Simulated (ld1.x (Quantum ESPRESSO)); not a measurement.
# A TM potential for B, from input to tests

Do these settings give a usable potential? It is generated, then checked for transferability, scattering, ghosts and hardness.

The numbers are computed with ld1.x (Quantum ESPRESSO) 7.5 (LDA (PZ), scalar-relativistic, spin-unpolarised reference atom).

### 1 The design

The settings as typed:

```json
{
 "element": "boron (B, Z = 5)",
 "type": "norm-conserving Troullier–Martins (Kleinman–Bylander form)",
 "frozen core": "[He]",
 "valence charge": "3",
 "reference configuration": "2s2 2p1",
 "partial waves": "2s (bound): rc 1.70 bohr; 2p (bound): rc 3.10 bohr",
 "local potential": "all-electron potential smoothed inside 2.30 bohr (lloc = -2)",
 "core correction": "Bessel-smoothed model core inside 0.90 bohr"
}
```

The nodes and maxima of the atom's own shells, from an earlier all-electron run, set the scale for the radii.

All-electron outer shells of the reference configuration (LDA (PZ), scalar-relativistic, ld1.x):

```
shell  level (eV)  outermost node (bohr)  outermost maximum (bohr)
   1s     -178.66                      –                      0.21
   2s       -9.39                   0.46                      1.52
   2p       -3.72                      –                      1.55
```

### 2 Generation

The input, B.in:

```
 &input
   title='B', zed=5., rel=1, dft='PZ', iswitch=3,
   config='[He] 2s2 2p1',
   nld=2, rlderiv=3.35, eminld=-3.0, emaxld=5.0, deld=0.02
 /
 &inputp
   pseudotype=2, tm=.true., lloc=-2, rcloc=2.30,
   nlcc=.true., new_core_ps=.true., rcore=0.90,
   file_pseudopw='B.UPF', file_wfcaegen='ae.wfc', file_wfcncgen='nc.wfc', file_beta='beta', file_chi='chi'
 /
2
2S  1  0   2.00   0.00  1.70  1.70  0.0
2P  2  1   1.00   0.00  3.10  3.10  0.0
 &test
   configts(1)='2s2 2p1'
 /
```

Run with:

```sh
ld1.x < B.in > B.out
```

Output in B.out (without the banner and most projector matrices):

```text
     Program LD1 v.7.5
     --------------------------- All-electron run ----------------------------

     B
     scalar relativistic calculation

     atomic number is  5.00
     dft =PZ   lsd =0 sic =0 latt =0  beta=0.20 tr2=1.0E-14
     Exchange-correlation= PZ
                           (   1   1   0   0   0   0   0)
     mesh =1059 r(mesh) = 101.04461 a.u. xmin = -7.00 dx = 0.01250
     1 Ry =  13.60569312 eV, c = 137.03599908

     n l     nl                  e(Ry)          e(Ha)          e(eV)
     1 0     1S 1( 2.00)       -13.1316        -6.5658      -178.6638
     2 0     2S 1( 2.00)        -0.6901        -0.3451        -9.3898
     2 1     2P 1( 1.00)        -0.2734        -0.1367        -3.7204

     final scf error:  2.8E-15 reached in  32 iterations

     Etot =     -48.701118 Ry,     -24.350559 Ha,    -662.612468 eV

     Ekin =      48.362292 Ry,      24.181146 Ha,     658.002502 eV
     Encl =    -113.027233 Ry,     -56.513616 Ha,   -1537.813844 eV
     Eh   =      23.011419 Ry,      11.505709 Ha,     313.086301 eV
     Exc  =      -7.047596 Ry,      -3.523798 Ha,     -95.887428 eV

     normalization and overlap integrals

     s(1S/1S) =  1.000000  <r> =   0.3322  <r2> =    0.1500  r(max) =   0.2129
     s(2S/2S) =  1.000000  <r> =   1.9653  <r2> =    4.6702  r(max) =   1.5152
     s(2P/2P) =  1.000000  <r> =   2.2891  <r2> =    6.8012  r(max) =   1.5536

     ------------------------ End of All-electron run ------------------------

     --------------------- Generating NC pseudopotential ---------------------

      Generating local potential from pseudized AE potential:
      Matching radius rcloc =   2.3000
      Enforcing V''(0)=0 (lloc=-2)

      Local pseudo, rcloc= 2.318 Estimated cut-off energy=     5.70 Ry

      Computing core charge for nlcc:

       r > 0.91 : true rho core
      Core charge pseudized with two Bessel functions
      Integrated core pseudo-charge :   0.53

      Wfc   2S  rcut= 1.717  Using Troullier-Martins method

      Wfc   2P  rcut= 3.129  Using Troullier-Martins method

     ------------------- End of pseudopotential generation -------------------

     [... the all-electron block is printed once more ...]


     Computing logarithmic derivative in   3.35124
     Computing logarithmic derivative in   3.35124
     Computing the partial wave expansion
     R is outside the sphere for l=    0 j= 0.00
     R is outside the sphere for l=    1 j= 0.00

     ---------------------- Testing the pseudopotential ----------------------

     B
     scalar relativistic calculation

     atomic number is  5.00   valence charge is  3.00
     dft =PZ   lsd =0 sic =0 latt =0  beta=0.20 tr2=1.0E-14
     mesh =1059 r(mesh) = 101.04461 xmin = -7.00 dx = 0.01250

     n l     nl             e AE (Ry)        e PS (Ry)    De AE-PS (Ry)
     1 0     2S   1( 2.00)       -0.69014       -0.69014        0.00000
     2 1     2P   1( 1.00)       -0.27344       -0.27344        0.00000

     eps = 4.5E-16  iter =  4

     Etot =     -48.701118 Ry,     -24.350559 Ha,    -662.612468 eV
     Etotps =    -5.729686 Ry,      -2.864843 Ha,     -77.956348 eV

     Ekin =       2.292929 Ry,       1.146464 Ha,      31.196883 eV
     Encl =      -8.968118 Ry,      -4.484059 Ha,    -122.017466 eV
     Ehrt =       3.948768 Ry,       1.974384 Ha,      53.725731 eV
     Ecxc =      -2.218600 Ry,      -1.109300 Ha,     -30.185586 eV
     (Ecc =      -0.564380 Ry,      -0.282190 Ha,      -7.678784 eV)
     Epseu=      -0.784665 Ry,      -0.392332 Ha,     -10.675910 eV

     ---------------------- End of pseudopotential test ----------------------
```

It took 0.67 s on 1 thread, shared host. (Generation and the later configuration tests together.)

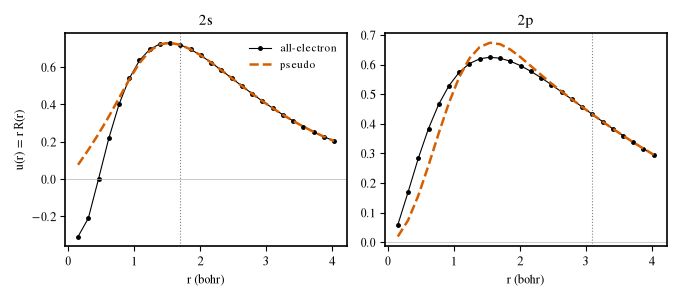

All-electron and pseudo partial waves (2s, 2p), with the matching radii dotted. The curves join 26 sampled radii.

### 3 Testing the new file in other configurations

The input, B.test.in:

```
 &input
   title='B', zed=5., rel=1, dft='PZ', iswitch=2,
   config='[He] 2s2 2p1'
 /
 &test
   file_pseudo='B.UPF', nconf=10,
   configts(1)='2s2 2p1',
   configts(2)='2s2 2p0',
   configts(3)='2s1 2p0',
   configts(4)='2s2 2p0.5',
   configts(5)='2s2 2p1.3',
   configts(6)='2s1 2p2',
   configts(7)='2s1 2p1',
   configts(8)='2s0 2p3',
   configts(9)='2s2 2p1', lsdts(9)=1,
   configts(10)='2s1 2p0', lsdts(10)=1
 /
```

Run with:

```sh
ld1.x < B.test.in > B.test.out
```

B.test.out, the pseudopotential blocks, each with the warnings that came before it:

```text
     ---------------------- Testing the pseudopotential ----------------------

     B
     scalar relativistic calculation

     atomic number is  5.00   valence charge is  3.00
     dft =PZ   lsd =0 sic =0 latt =0  beta=0.20 tr2=1.0E-14
     mesh =1059 r(mesh) = 101.04461 xmin = -7.00 dx = 0.01250

     n l     nl             e AE (Ry)        e PS (Ry)    De AE-PS (Ry)
     1 0     2S   1( 2.00)       -0.69014       -0.69014        0.00000
     2 1     2P   1( 1.00)       -0.27344       -0.27344        0.00000

     eps = 6.0E-16  iter =  4

     Etot =     -48.701118 Ry,     -24.350559 Ha,    -662.612468 eV
     Etotps =    -5.729686 Ry,      -2.864843 Ha,     -77.956348 eV

     Ekin =       2.292929 Ry,       1.146464 Ha,      31.196883 eV
     Encl =      -8.968118 Ry,      -4.484059 Ha,    -122.017466 eV
     Ehrt =       3.948768 Ry,       1.974384 Ha,      53.725732 eV
     Ecxc =      -2.218600 Ry,      -1.109300 Ha,     -30.185586 eV
     (Ecc =      -0.564380 Ry,      -0.282190 Ha,      -7.678784 eV)
     Epseu=      -0.784665 Ry,      -0.392332 Ha,     -10.675910 eV

     ---------------------- End of pseudopotential test ----------------------

     ---------------------- Testing the pseudopotential ----------------------

     B
     [...]
     n l     nl             e AE (Ry)        e PS (Ry)    De AE-PS (Ry)
     1 0     2S   1( 2.00)       -1.42714       -1.41286       -0.01428  !
     2 1     2P   1( 0.00)       -0.98934       -0.96448       -0.02487  !

     eps = 5.4E-16  iter =  9

     Etot =     -48.089125 Ry,     -24.044563 Ha,    -654.285884 eV
     Etotps =    -5.126092 Ry,      -2.563046 Ha,     -69.744040 eV
     dEtot_ae =       0.611993 Ry
     dEtot_ps =       0.603594 Ry,   Delta E=       0.008399 Ry

     [...]
     ---------------------- End of pseudopotential test ----------------------

     Warning: n=2, l=1 expected 0 nodes, found 1
     ---------------------- Testing the pseudopotential ----------------------

     B
     [...]
     n l     nl             e AE (Ry)        e PS (Ry)    De AE-PS (Ry)
     1 0     2S   1( 1.00)       -2.30349       -2.28314       -0.02035  !
     2 1     2P   1( 0.00)       -1.87553       -1.80748       -0.06805  !

     eps = 4.6E-16  iter =  7

     Etot =     -46.229265 Ry,     -23.114633 Ha,    -628.981198 eV
     Etotps =    -3.284345 Ry,      -1.642172 Ha,     -44.685790 eV
     dEtot_ae =       2.471853 Ry
     dEtot_ps =       2.445341 Ry,   Delta E=       0.026512 Ry

     [...]
     ---------------------- End of pseudopotential test ----------------------

     ---------------------- Testing the pseudopotential ----------------------

     B
     [...]
     n l     nl             e AE (Ry)        e PS (Ry)    De AE-PS (Ry)
     1 0     2S   1( 2.00)       -1.03331       -1.03000       -0.00330
     2 1     2P   1( 0.50)       -0.60236       -0.59596       -0.00640  !

     eps = 7.8E-15  iter =  8

     Etot =     -48.484819 Ry,     -24.242409 Ha,    -659.669567 eV
     Etotps =    -5.514602 Ry,      -2.757301 Ha,     -75.029979 eV
     dEtot_ae =       0.216299 Ry
     dEtot_ps =       0.215084 Ry,   Delta E=       0.001215 Ry

     [...]
     ---------------------- End of pseudopotential test ----------------------

     ---------------------- Testing the pseudopotential ----------------------

     B
     [...]
     n l     nl             e AE (Ry)        e PS (Ry)    De AE-PS (Ry)
     1 0     2S   1( 2.00)       -0.51533       -0.51523       -0.00010
     2 1     2P   1( 1.30)       -0.10988       -0.11037        0.00049

     eps = 5.2E-15  iter =  7

     Etot =     -48.757886 Ry,     -24.378943 Ha,    -663.384841 eV
     Etotps =    -5.786570 Ry,      -2.893285 Ha,     -78.730290 eV
     dEtot_ae =      -0.056768 Ry
     dEtot_ps =      -0.056884 Ry,   Delta E=       0.000115 Ry

     [...]
     ---------------------- End of pseudopotential test ----------------------

     ---------------------- Testing the pseudopotential ----------------------

     B
     [...]
     n l     nl             e AE (Ry)        e PS (Ry)    De AE-PS (Ry)
     1 0     2S   1( 1.00)       -0.72416       -0.72991        0.00575  !
     2 1     2P   1( 2.00)       -0.30511       -0.30848        0.00337

     eps = 5.1E-16  iter =  7

     Etot =     -48.283209 Ry,     -24.141604 Ha,    -656.926520 eV
     Etotps =    -5.310580 Ry,      -2.655290 Ha,     -72.254117 eV
     dEtot_ae =       0.417910 Ry
     dEtot_ps =       0.419106 Ry,   Delta E=      -0.001197 Ry

     [...]
     ---------------------- End of pseudopotential test ----------------------

     ---------------------- Testing the pseudopotential ----------------------

     B
     [...]
     n l     nl             e AE (Ry)        e PS (Ry)    De AE-PS (Ry)
     1 0     2S   1( 1.00)       -1.43301       -1.44089        0.00788  !
     2 1     2P   1( 1.00)       -0.99517       -0.99047       -0.00471

     eps = 7.8E-15  iter = 12

     Etot =     -47.651322 Ry,     -23.825661 Ha,    -648.329265 eV
     Etotps =    -4.676708 Ry,      -2.338354 Ha,     -63.629853 eV
     dEtot_ae =       1.049796 Ry
     dEtot_ps =       1.052978 Ry,   Delta E=      -0.003182 Ry

     [...]
     ---------------------- End of pseudopotential test ----------------------

     ---------------------- Testing the pseudopotential ----------------------

     B
     [...]
     n l     nl             e AE (Ry)        e PS (Ry)    De AE-PS (Ry)
     1 0     2S   1( 0.00)       -0.75290       -0.76466        0.01176  !
     2 1     2P   1( 3.00)       -0.33189       -0.33897        0.00708  !

     eps = 4.7E-15  iter = 11

     Etot =     -47.863152 Ry,     -23.931576 Ha,    -651.211364 eV
     Etotps =    -4.886988 Ry,      -2.443494 Ha,     -66.490859 eV
     dEtot_ae =       0.837966 Ry
     dEtot_ps =       0.842698 Ry,   Delta E=      -0.004732 Ry

     [...]
     ---------------------- End of pseudopotential test ----------------------

     ---------------------- Testing the pseudopotential ----------------------

     B
     [...]
     n l     nl             e AE (Ry)        e PS (Ry)    De AE-PS (Ry)
     1 0     2S   1( 1.00)       -0.71900       -0.72018        0.00118
     2 1     2P   1( 1.00)       -0.29951       -0.30050        0.00099
     1 0     2S   2( 1.00)       -0.64200       -0.64069       -0.00131
     2 1     2P   2( 0.00)       -0.23024       -0.22940       -0.00085

     eps = 9.7E-15  iter = 10

     Etot =     -48.718390 Ry,     -24.359195 Ha,    -662.847470 eV
     Etotps =    -5.747395 Ry,      -2.873697 Ha,     -78.197289 eV
     dEtot_ae =      -0.017272 Ry
     dEtot_ps =      -0.017709 Ry,   Delta E=       0.000437 Ry

     [...]
     ---------------------- End of pseudopotential test ----------------------

     ---------------------- Testing the pseudopotential ----------------------

     B
     [...]
     n l     nl             e AE (Ry)        e PS (Ry)    De AE-PS (Ry)
     1 0     2S   1( 1.00)       -2.37896       -2.35795       -0.02100  !
     2 1     2P   1( 0.00)       -1.94657       -1.88159       -0.06498  !
     1 0     2S   2( 0.00)       -2.09168       -2.07940       -0.01229  !
     2 1     2P   2( 0.00)       -1.68047       -1.60243       -0.07805  !

     eps = 1.2E-15  iter =  8

     Etot =     -46.282797 Ry,     -23.141398 Ha,    -629.709529 eV
     Etotps =    -3.336982 Ry,      -1.668491 Ha,     -45.401950 eV
     dEtot_ae =       2.418321 Ry
     dEtot_ps =       2.392704 Ry,   Delta E=       0.025617 Ry

     [...]
     ---------------------- End of pseudopotential test ----------------------
```

Energies count from the reference configuration 2s2 2p1; the error is all-electron less pseudo. Spin-polarised rows fill open shells by Hund's rule and count from the unpolarised reference. A star marks tests that logged a warning.

```csv
valence configuration,charge,ΔE all-electron (eV),error AE − PS (meV)
2s2 2p0,+1,8.327,+114
2s1 2p0 *,+2,33.631,+361
2s2 2p0.5,+0.5,2.943,+17
2s2 2p1.3,-0.3,-0.772,+1.6
2s1 2p2,0,5.686,-16
2s1 2p1,+1,14.283,-43
2s0 2p3,0,11.401,-64
2s2 2p1 (spin-polarised),0,-0.235,+5.9
2s1 2p0 (spin-polarised),+2,32.903,+349
```

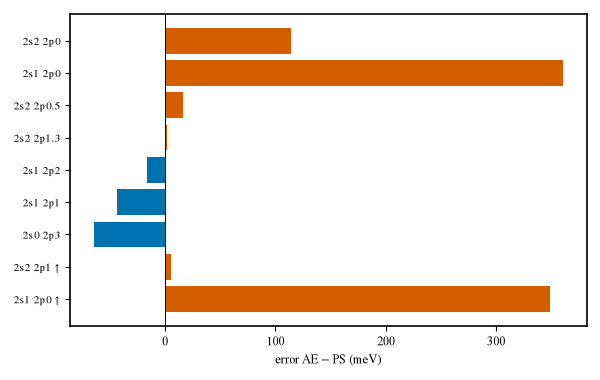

Error of the potential in each test configuration; ↑ marks spin-polarised tests.

### 4 Does it scatter like the atom?

Taken from the files of the generation run. The phase is arctan(r·u′/u) with u = r·R, unwrapped, with energies in Ry. A pole is an energy at which the radial function vanishes at the test radius. The pseudo phase is shifted by a multiple of π to meet the all-electron one at the reference energy. Levels narrower than the energy grid can be missing from the poles. The last column is the largest difference on the grid between −1 and +1 Ry.

```tsv
channel	radius (bohr)	reference (Ry)	poles AE	poles PS	window around the reference with phases within 0.05 rad (Ry)	largest difference near zero (rad)
s	3.35	-0.69	-0.50, 2.81	-0.50, 2.19	below 0.5	0.337
p	3.35	-0.27	-0.03, 2.75	-0.02, 3.29	below 0.7	0.105
```

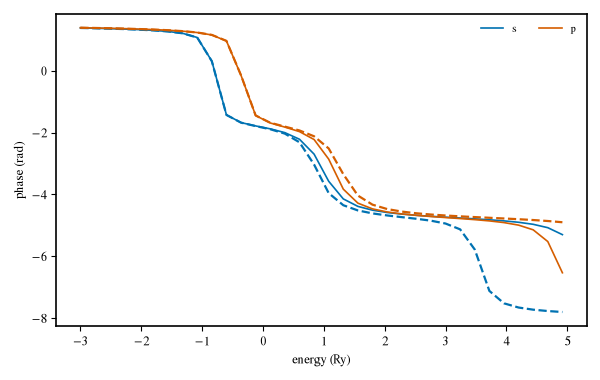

Phases by channel: all-electron solid, pseudo dashed.

### 5 Cutoff and ghost test in a Bessel basis

A separate test, outside the generator: the pseudo-atom's Hamiltonian at the reference potential is diagonalised in spherical Bessel functions j_l(qr) that vanish at 20 bohr, with q² up to the cutoff.

All-electron valence levels (Ry): 2s -0.6901, 2p -0.2734. The lowest levels of each channel (Ry) by cutoff; the last column sums, over occupied levels, occupation times the distance from the level at 400 Ry. A positive value at high cutoff is not a bound level.

```
cutoff (Ry)     s #1     p #1    d #1    f #1  Σ f·Δε (mRy)
          8  -0.6706  -0.2450  0.0682  0.1141          67.6
         12  -0.6809  -0.2711  0.0682  0.1141          20.9
         18  -0.6884  -0.2733  0.0682  0.1141           3.7
         30  -0.6892  -0.2734  0.0682  0.1141           1.8
         40  -0.6898  -0.2734  0.0682  0.1141           0.7
         50  -0.6901  -0.2734  0.0682  0.1141           0.1
        400  -0.6901  -0.2734  0.0682  0.1141           0.0
```

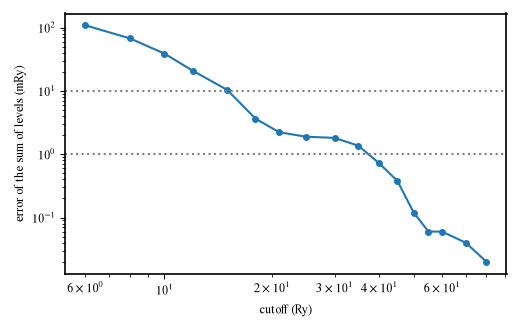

Occupation-weighted error of the valence levels against the cutoff; the dotted lines mark 10 and 1 mRy.

The sum stays within 10 mRy from 18 Ry and within 1 mRy from 40 Ry. The sum leaves out empty levels, which can need more. Ghost test: no level below the all-electron spectrum of its channel (s, p, d, f tested).

### 6 What came out

```
                                                quantity                                               value
               cutoffs for 10 and 1 mRy, occupied levels                                     18 Ry and 40 Ry
                                            bound ghosts                                          none found
         largest test error (AE − PS), unpolarised tests  +361 meV, for 2s1 2p0 (this test logged a warning)
largest phase difference near zero energy, channels read                                           0.337 rad
```

In words: By total energies transferability is poor: the largest error is 361 meV on 33.6 eV, for 2s1 2p0. The potential is soft on the atom at that tolerance: the looser tolerance needs 18 Ry. The slowest occupied level is 2s: taken alone it needs 25 Ry to come within 1 mRy, against 15 Ry for 2p. The Bessel-basis test finds no level below the valence levels. Near zero energy the largest phase difference among the channels read is 0.34 rad, in the s channel. All of this concerns the isolated atom, not yet a solid.
